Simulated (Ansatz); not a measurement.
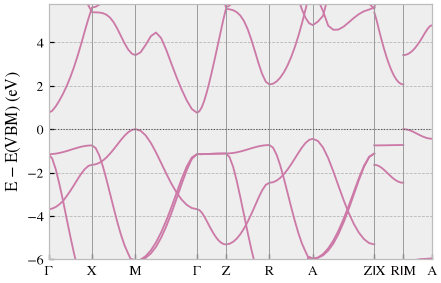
Band structure from DFT-r²SCAN+D4 in the program Ansatz with PAW potentials

Q: Read off the gap and where the band edges lie.

A: About 0.8 eV (0.76 eV by a search for the band edges); maximum at M, minimum at Γ.

The material is AlN in space group P4/mmm (No. 123; Al on 1c, N on 1a).

A made-up cell: these elements were put on the sites of a structure type; neither database checked (COD, Materials Project) lists it. It is not the phase usual at ambient conditions (space group No. 186, 216). The cell was relaxed with r²SCAN+D4 under the symmetry of its start. At this level the phase is dynamically unstable (imaginary phonons).

Potentials: the later of the program's two PAW sets.
